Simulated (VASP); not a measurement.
Band structure of Se (space group P3_121). These are PBE GGA, VASP's PBE PAW potentials (set 64) (plane waves; VASP 6.6.1) values and carry that method's errors.

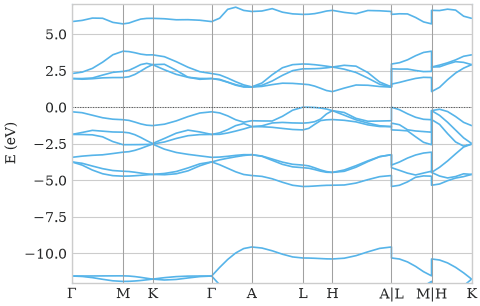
Figure. Bands along high-symmetry lines, zero at the valence-band maximum or, without a gap, the Fermi level

### Question
Read the plot: is there a gap, and where are the band edges?

### Answer
The gap is indirect, 1.07 eV, from the valence maximum at L to the conduction minimum at H.

The structure comes from a computed database's Se entry; how it stands against other phases isn't given here. The cell was not relaxed at this level.
